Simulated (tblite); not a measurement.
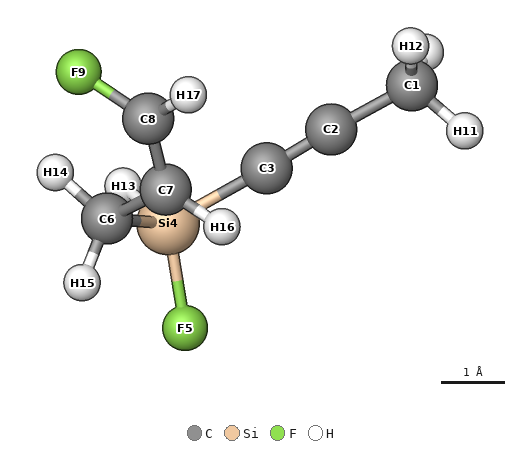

*The starting structure (ball-and-stick view, seen at a tilt; atoms are numbered from 1 in the order of the input).*

Bond lengths as drawn: C–C 1.21 to 1.49 Å, C–F 1.36 Å, C–H 1.09 to 1.12 Å, C–Si 1.82 to 1.87 Å, F–Si 1.71 Å and H–Si 1.46 Å.

**Run report: C6H8F2Si, geometry relaxation**

The run: geometry relaxation of C6H8F2Si. Method and program: GFN2-xTB geometry optimisation, gas phase (tblite 0.8.0).

It belongs to a series of runs on one base structure; here: H on Si replaced by propynyl.

**What the program printed**
```
step      E/eV     max force
  0    -763.91091    2.010
  1    -764.07962    1.179
  2    -764.09902    3.730
  3    -764.18251    1.029
  4    -764.20351    0.789
  5    -764.22455    0.292
  6    -764.24056    0.246
  7    -764.24985    0.314
  8    -764.26711    0.288
  9    -764.27382    0.204
 10    -764.27942    0.218
 11    -764.28505    0.216
 12    -764.29118    0.230
 13    -764.29499    0.127
 14    -764.29679    0.090
 15    -764.29810    0.091
 16    -764.29989    0.141
 17    -764.30186    0.125
 18    -764.30343    0.087
 19    -764.30440    0.066
 20    -764.30513    0.071
 21    -764.30593    0.082
 22    -764.30676    0.069
 23    -764.30737    0.055
 24    -764.30776    0.050
 25    -764.30812    0.046
 26    -764.30857    0.062
 27    -764.30906    0.058
 28    -764.30946    0.048
 29    -764.30974    0.046
 30    -764.31002    0.051
 31    -764.31039    0.055
 32    -764.31079    0.046
 33    -764.31108    0.044
 34    -764.31127    0.039
 35    -764.31147    0.036
 36    -764.31173    0.041
 37    -764.31207    0.047
 38    -764.31239    0.045
 39    -764.31267    0.040
 40    -764.31291    0.039
 41    -764.31316    0.040
 42    -764.31338    0.035
 43    -764.31352    0.024
 44    -764.31362    0.022
 45    -764.31373    0.034
 46    -764.31391    0.047
 47    -764.31420    0.054
 48    -764.31461    0.048
 49    -764.31504    0.047
 50    -764.31541    0.049
 51    -764.31569    0.047
 52    -764.31596    0.047
 53    -764.31627    0.043
 54    -764.31656    0.036
 55    -764.31676    0.028
 56    -764.31690    0.030
 57    -764.31704    0.027
 58    -764.31719    0.035
 59    -764.31732    0.027
 60    -764.31742    0.023
 61    -764.31750    0.024
 62    -764.31761    0.025
 63    -764.31773    0.023
 64    -764.31781    0.017
 65    -764.31786    0.019
 66    -764.31792    0.019
 67    -764.31801    0.023
 68    -764.31810    0.020
 69    -764.31816    0.016
 70    -764.31820    0.014
 71    -764.31824    0.015
 72    -764.31831    0.020
 73    -764.31839    0.021
 74    -764.31846    0.016
 75    -764.31851    0.017
 76    -764.31856    0.018
 77    -764.31864    0.021
 78    -764.31874    0.025
 79    -764.31886    0.022
 80    -764.31895    0.022
 81    -764.31903    0.023
 82    -764.31910    0.022
 83    -764.31920    0.018
 84    -764.31925    0.016
 85    -764.31928    0.016
 86    -764.31932    0.016
 87    -764.31938    0.016
 88    -764.31944    0.017
 89    -764.31948    0.016
 90    -764.31952    0.014
 91    -764.31957    0.017
 92    -764.31963    0.019
 93    -764.31968    0.015
 94    -764.31973    0.014
 95    -764.31977    0.015
 96    -764.31981    0.016
 97    -764.31986    0.021
 98    -764.31994    0.026
 99    -764.32009    0.037
100    -764.32005    0.095
101    -764.32085    0.068
102    -764.32210    0.072
103    -764.31478    0.492
104    -764.32198    0.103
105    -764.32139    0.117
106    -764.32267    0.170
107    -764.32329    0.314
108    -764.32488    0.297
109    -764.32185    0.511
110    -764.32678    0.160
111    -764.32784    0.155
112    -764.32697    0.388
113    -764.33059    0.090
114    -764.33178    0.093
115    -764.33238    0.225
116    -764.33487    0.082
117    -764.33588    0.085
118    -764.33798    0.138
119    -764.34008    0.093
120    -764.34145    0.099
121    -764.34322    0.072
122    -764.34369    0.059
123    -764.34411    0.059
124    -764.34461    0.042
125    -764.34495    0.055
126    -764.34522    0.054
127    -764.34550    0.064
128    -764.34579    0.064
129    -764.34608    0.044
130    -764.34636    0.047
131    -764.34664    0.040
132    -764.34689    0.034
133    -764.34708    0.037
134    -764.34727    0.035
135    -764.34748    0.039
136    -764.34774    0.026
137    -764.34795    0.027
138    -764.34807    0.024
139    -764.34817    0.027
140    -764.34824    0.017
141    -764.34829    0.018
142    -764.34835    0.018
143    -764.34845    0.022
144    -764.34858    0.028
145    -764.34878    0.043
146    -764.34900    0.039
147    -764.34919    0.021
148    -764.34930    0.028
149    -764.34939    0.019
150    -764.34948    0.020
151    -764.34957    0.020
152    -764.34963    0.022
153    -764.34967    0.020
154    -764.34971    0.016
155    -764.34975    0.018
156    -764.34979    0.015
157    -764.34983    0.019
158    -764.34988    0.019
159    -764.34994    0.023
160    -764.35003    0.024
161    -764.35017    0.025
162    -764.35035    0.027
163    -764.35054    0.035
164    -764.35073    0.040
165    -764.35096    0.042
166    -764.35127    0.041
167    -764.35169    0.053
168    -764.35214    0.053
169    -764.35257    0.048
170    -764.35295    0.054
171    -764.35337    0.055
172    -764.35381    0.051
173    -764.35412    0.032
174    -764.35426    0.021
175    -764.35433    0.018
176    -764.35439    0.016
177    -764.35445    0.021
178    -764.35449    0.012
179    -764.35452    0.011
180    -764.35453    0.011
181    -764.35453    0.006
```

**Trajectory as extended XYZ (Å, eV, eV/Å), 6 of the 182 frames kept, from step=0 to step=181**
```
17
Properties=species:S:1:pos:R:3:forces:R:3 step=0 energy=-763.91091
C     3.0732    1.1328   -0.0489   -0.3250  -0.7430   0.7520
C     1.9584    0.1634   -0.0695    0.3750   0.3030   0.2870
C     1.0711   -0.6625   -0.0500    1.0890   0.7380   0.0780
Si   -0.2714   -1.8896   -0.0748    0.3750  -1.6820   1.0340
F    -0.2174   -2.8857    1.3156    0.0710   0.9800  -1.4960
C    -1.8848   -0.9601    0.0410   -0.5650  -0.2780   0.3810
C    -1.5622    0.4416    0.4409   -0.7510   0.2840  -0.3430
C    -1.9091    1.4324   -0.3757    0.2900  -0.0310   0.5930
F    -2.5431    1.2023   -1.5622    0.3590   0.3770   0.5870
H     3.8306    0.7582   -0.7416   -0.1760   0.4380  -0.1720
H     3.5701    1.1531    0.9514   -0.5580  -0.1380  -0.5350
H     2.7144    2.1493   -0.2479    0.1790  -0.3920  -0.2680
H    -0.1829   -2.7017   -1.2795    0.0480  -0.2330   0.1560
H    -2.3550   -0.9888   -0.9672   -0.0470   0.1490   0.9450
H    -2.5327   -1.4541    0.8092    0.2760   0.4740  -0.7280
H    -1.0592    0.6502    1.3993   -0.4360  -0.1710  -0.7680
H    -1.7071    2.4713   -0.1333   -0.2060  -0.0750  -0.5050
17
Properties=species:S:1:pos:R:3:forces:R:3 step=36 energy=-764.31173
C     3.0970    1.0986   -0.0294    0.0050  -0.0080  -0.0010
C     2.0520    0.1038   -0.0615    0.0070   0.0150  -0.0030
C     1.1841   -0.7330   -0.0791   -0.0100   0.0260  -0.0100
Si   -0.2247   -1.9128   -0.1102   -0.0230   0.0340  -0.0030
F    -0.1091   -2.8465    1.2077    0.0120  -0.0130   0.0060
C    -1.8784   -0.9621    0.0625   -0.0140   0.0290   0.0180
C    -1.6797    0.4676    0.4255   -0.0120  -0.0090   0.0100
C    -1.9328    1.4921   -0.3680   -0.0020   0.0080   0.0100
F    -2.4272    1.3334   -1.6168    0.0240   0.0000   0.0320
H     3.8715    0.8515   -0.7549    0.0020  -0.0100   0.0030
H     3.5409    1.1362    0.9653    0.0050   0.0060  -0.0080
H     2.6845    2.0778   -0.2728   -0.0040  -0.0140   0.0080
H    -0.1993   -2.8416   -1.2276    0.0080  -0.0250  -0.0160
H    -2.4512   -1.0198   -0.8632    0.0250  -0.0160   0.0210
H    -2.4631   -1.4459    0.8481   -0.0030  -0.0060  -0.0200
H    -1.2787    0.6781    1.4058   -0.0240   0.0020  -0.0260
H    -1.7929    2.5347   -0.1248    0.0060  -0.0200  -0.0210
17
Properties=species:S:1:pos:R:3:forces:R:3 step=72 energy=-764.31831
C     3.1375    1.0968   -0.0537   -0.0090  -0.0080  -0.0010
C     2.0505    0.1474   -0.0918    0.0100   0.0040   0.0060
C     1.1478   -0.6517   -0.1155    0.0080   0.0060   0.0080
Si   -0.2365   -1.8616   -0.1191    0.0040   0.0160   0.0060
F    -0.0618   -2.7892    1.1977    0.0080  -0.0090   0.0100
C    -1.9252   -0.9813    0.0871   -0.0040   0.0000  -0.0060
C    -1.7766    0.4472    0.4739    0.0050  -0.0120   0.0040
C    -1.9044    1.4670   -0.3550    0.0070   0.0030   0.0050
F    -2.2194    1.2965   -1.6586    0.0040  -0.0020   0.0020
H     3.9034    0.8140   -0.7761   -0.0160   0.0070   0.0070
H     3.5796    1.1120    0.9429   -0.0090   0.0000  -0.0180
H     2.7712    2.0948   -0.2950    0.0010  -0.0190  -0.0030
H    -0.1979   -2.7983   -1.2313   -0.0020  -0.0040  -0.0100
H    -2.4865   -1.0446   -0.8446    0.0050   0.0000  -0.0050
H    -2.4924   -1.5074    0.8567   -0.0040   0.0060  -0.0080
H    -1.5113    0.6601    1.4976   -0.0040   0.0090  -0.0020
H    -1.7849    2.5103   -0.1084   -0.0050   0.0030   0.0040
17
Properties=species:S:1:pos:R:3:forces:R:3 step=109 energy=-764.32185
C     3.0755    1.1392   -0.2025   -0.0510  -0.0480   0.0060
C     1.9976    0.1789   -0.1185    0.2050   0.1520  -0.0200
C     1.1181   -0.6415   -0.0570   -0.1490  -0.1430  -0.0010
Si   -0.2441   -1.8766   -0.0091   -0.0100  -0.0410   0.0510
F    -0.1429   -2.6664    1.4069   -0.0120   0.0830  -0.0870
C    -1.9535   -1.0053   -0.0280   -0.1340  -0.0660  -0.0700
C    -1.8977    0.3705    0.5407    0.0450   0.3930  -0.3240
C    -1.7035    1.4699   -0.1846   -0.0740  -0.4550   0.2090
F    -1.5452    1.4312   -1.5328   -0.0620  -0.0360   0.2750
H     3.8003    0.8032   -0.9449   -0.0040   0.0240   0.0150
H     3.5754    1.2345    0.7624   -0.0450  -0.0190  -0.0300
H     2.6881    2.1138   -0.5006   -0.0080  -0.0340   0.0090
H    -0.1358   -2.9346   -1.0102   -0.0020   0.0740   0.0580
H    -2.3102   -0.9508   -1.0644    0.0910  -0.0180   0.2240
H    -2.6668   -1.6161    0.5420    0.1560   0.1630  -0.1300
H    -1.9930    0.4823    1.6135    0.0110  -0.0040  -0.1640
H    -1.6691    2.4799    0.1937    0.0420  -0.0240  -0.0230
17
Properties=species:S:1:pos:R:3:forces:R:3 step=145 energy=-764.34878
C     2.9521    1.1696   -0.3416    0.0170   0.0070  -0.0030
C     1.9584    0.1365   -0.1831   -0.0050   0.0120  -0.0200
C     1.1244   -0.7244   -0.0518    0.0030  -0.0040   0.0020
Si   -0.2613   -1.9173    0.1144    0.0300  -0.0060  -0.0010
F    -0.3134   -2.4116    1.6551    0.0000  -0.0010   0.0080
C    -1.9031   -0.9934   -0.2128   -0.0270   0.0160   0.0020
C    -1.9258    0.2958    0.5287   -0.0080  -0.0040  -0.0070
C    -1.5294    1.4532    0.0314   -0.0100   0.0270  -0.0320
F    -1.1095    1.5772   -1.2489    0.0020  -0.0010   0.0250
H     3.6962    0.8676   -1.0776   -0.0050  -0.0200  -0.0160
H     3.4525    1.3591    0.6070   -0.0030  -0.0010   0.0290
H     2.4716    2.0874   -0.6804   -0.0020  -0.0060  -0.0020
H    -0.1256   -3.1409   -0.6617    0.0040   0.0020  -0.0010
H    -2.0019   -0.8065   -1.2816    0.0130   0.0010   0.0110
H    -2.7419   -1.6140    0.1018   -0.0070  -0.0030  -0.0080
H    -2.2414    0.2734    1.5596    0.0090  -0.0030   0.0110
H    -1.5090    2.4003    0.5484   -0.0100  -0.0160   0.0020
17
Properties=species:S:1:pos:R:3:forces:R:3 step=181 energy=-764.35453
C     3.0817    1.1055   -0.4073    0.0010   0.0010   0.0000
C     2.0337    0.1336   -0.2153    0.0000   0.0020   0.0010
C     1.1607   -0.6807   -0.0467   -0.0020   0.0000   0.0000
Si   -0.2349   -1.8547    0.1611   -0.0010  -0.0030   0.0020
F    -0.3308   -2.2474    1.7286    0.0000   0.0000  -0.0010
C    -1.8768   -0.9783   -0.2775   -0.0050   0.0030  -0.0020
C    -2.0416    0.2571    0.5333   -0.0010   0.0000   0.0020
C    -1.7251    1.4736    0.1280    0.0010  -0.0010   0.0010
F    -1.2499    1.7170   -1.1143    0.0010  -0.0030  -0.0010
H     3.8364    0.7101   -1.0867    0.0020   0.0000   0.0020
H     3.5504    1.3412    0.5478    0.0020   0.0010  -0.0030
H     2.6623    2.0166   -0.8334    0.0000   0.0000   0.0000
H    -0.0662   -3.1247   -0.5301    0.0010  -0.0020  -0.0010
H    -1.8754   -0.7275   -1.3375    0.0000   0.0000   0.0020
H    -2.7123   -1.6535   -0.0905    0.0020   0.0020  -0.0030
H    -2.4046    0.1430    1.5428    0.0030   0.0000   0.0010
H    -1.8146    2.3813    0.7043   -0.0030   0.0010   0.0000
```

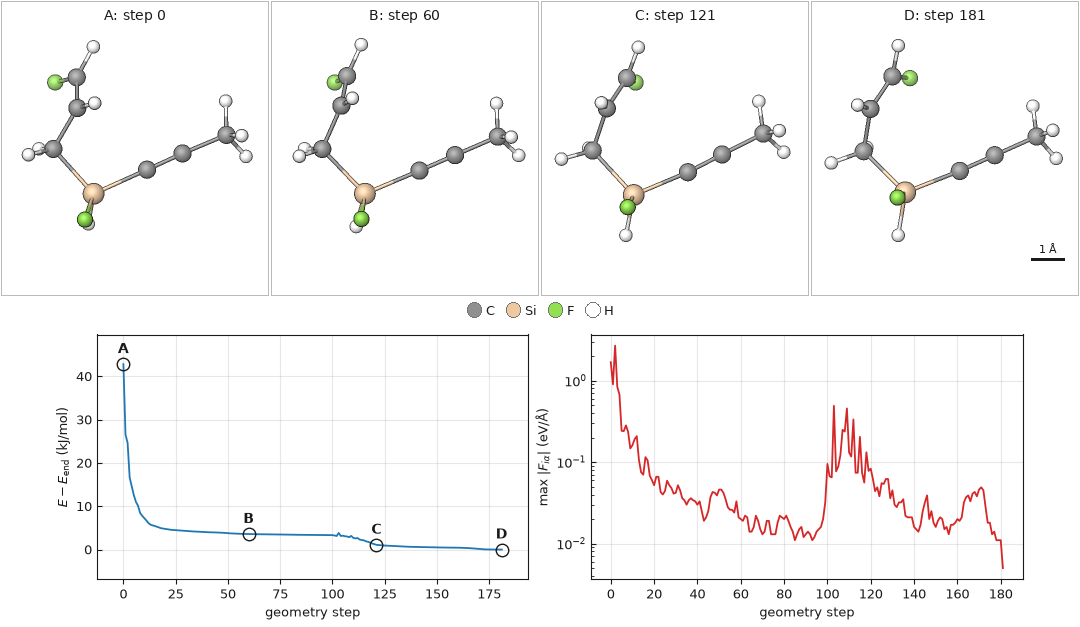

*Frames of the relaxation (ball-and-stick view, seen at a tilt) above the curves, on which the letters mark them (steps are counted from 0).*

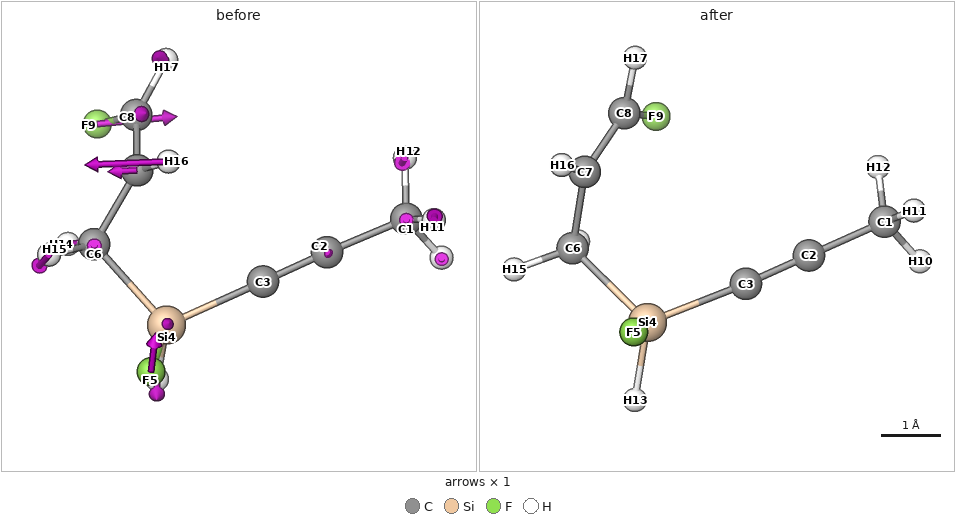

*Before (left) and after (right) the relaxation, at one scale (ball-and-stick view, seen at a tilt). The pink arrows give the displacements, at true length.*

After 181 geometry steps the energy has fallen by 42.8 kJ/mol. The largest force component goes from 1.7 to 0.005 eV/Å. H16 moves most after the best rigid fit: 1.46 Å. Largest moves by element: H 1.46 Å, F 1.46 Å, C 0.53 Å, Si 0.24 Å. Among the contacts that change: Si4–F5 1.711 → 1.619 Å, Si4–C6 1.866 → 1.912 Å, C1–C2 1.477 → 1.442 Å, C1–H11 1.117 → 1.090 Å. Among the angles that change: H10–C1–H12 115.5° → 109.0°, C6–C7–C8 118.6° → 124.8°, F5–Si4–H13 110.2° → 104.8°. (Atoms are counted from 1 in the order of the input.)

The run was set up as follows.

**The input**
```
{"job": {"kind": "relax", "xc": "GFN2-xTB", "basis": "xTB"}, "charge": 0, "multiplicity": 1}
C      3.073200     1.132800    -0.048900
C      1.958400     0.163400    -0.069500
C      1.071100    -0.662500    -0.050000
Si    -0.271400    -1.889600    -0.074800
F     -0.217400    -2.885700     1.315600
C     -1.884800    -0.960100     0.041000
C     -1.562200     0.441600     0.440900
C     -1.909100     1.432400    -0.375700
F     -2.543100     1.202300    -1.562200
H      3.830600     0.758200    -0.741600
H      3.570100     1.153100     0.951400
H      2.714400     2.149300    -0.247900
H     -0.182900    -2.701700    -1.279500
H     -2.355000    -0.988800    -0.967200
H     -2.532700    -1.454100     0.809200
H     -1.059200     0.650200     1.399300
H     -1.707100     2.471300    -0.133300
```

The first line tells a small driver script what to run in tblite; the rest is the geometry in Å.

Launched with:
```bash
OMP_NUM_THREADS=1 python <driver script> task.json out
```

**Results in brief**

```json
{"quantity": "outcome", "value": "converged"}
{"quantity": "total energy", "value": "−764.3545 eV"}
{"quantity": "hardware", "value": "1 CPU thread, shared host"}
{"quantity": "wall time", "value": "1.1 s"}
{"quantity": "peak memory", "value": "0.18 GiB"}
```
